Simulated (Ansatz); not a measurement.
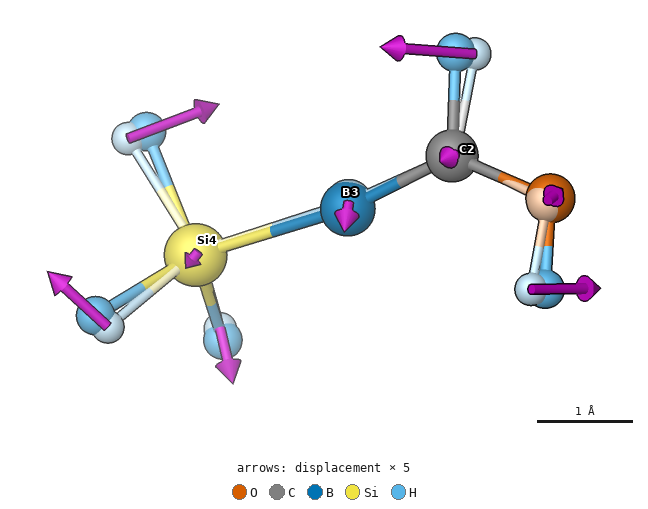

A relaxation of CH5BOSi. The starting structure is drawn faded, the final one solid; purple arrows show the displacements, magnified 5 times. The two geometries are superimposed by the best rigid fit.

Style: ball-and-stick. Shown at a tilt.

The calculation used RKS PBE0-D4/def2-TZVP in Ansatz 0.2.0.

Input file:
```yaml
crystal:
  periodic: [false, false, false]
  atoms:
    - {symbol: O, position_ang: [0.260100, 2.487960, -1.102290]}
    - {symbol: C, position_ang: [0.530400, 1.489490, -0.183880]}
    - {symbol: B, position_ang: [0.103460, 0.180500, 0.043540]}
    - {symbol: Si, position_ang: [-0.353220, -1.633190, 0.504740]}
    - {symbol: H, position_ang: [-0.392310, 2.172650, -1.734640]}
    - {symbol: H, position_ang: [1.272160, 1.860510, 0.528720]}
    - {symbol: H, position_ang: [0.629980, -2.194300, 1.447300]}
    - {symbol: H, position_ang: [-0.382760, -2.548640, -0.652190]}
    - {symbol: H, position_ang: [-1.667810, -1.814980, 1.148690]}
basis:
  gaussian: {orbitals: def2-TZVP}
hamiltonian: {xc: pbe0, dispersion: d4}
relax: {f_tol: 0.005, max_steps: 200}
```

Launched with:
```bash
ansatz run in.yaml --threads 2 --pin off --events-out ev --progress --plain --max-ram 4352MiB
```

### Atoms of which element are displaced furthest, and by how much?

Hydrogen: up to 0.24 Å, against 0.07 Å for boron.

### Describe the change and its energy.

Over 12 accepted moves (16 points after the start) the energy falls by 0.059 eV. The largest force component goes from 0.95 to 0.002 eV/Å. The line search rejected the trial steps at points 4, 7, 11, 15 of the run. The forces were under the threshold at step 14, but the run went on from there. The largest move after the best rigid fit is that of H6, 0.24 Å. Largest moves by element: H 0.24 Å, B 0.07 Å, O 0.07 Å, C 0.06 Å, Si 0.05 Å. Near-neighbour distances that change, for instance: B3–Si4 1.926 → 1.959 Å, O1–C2 1.383 → 1.360 Å, Si4–H7 1.473 → 1.491 Å, Si4–H8 1.476 → 1.487 Å. Among the angles between lasting bonds that change: B3–Si4–H7 110.7° → 104.3°, H8–Si4–H9 104.4° → 108.2°, C2–B3–Si4 174.1° → 171.0°.
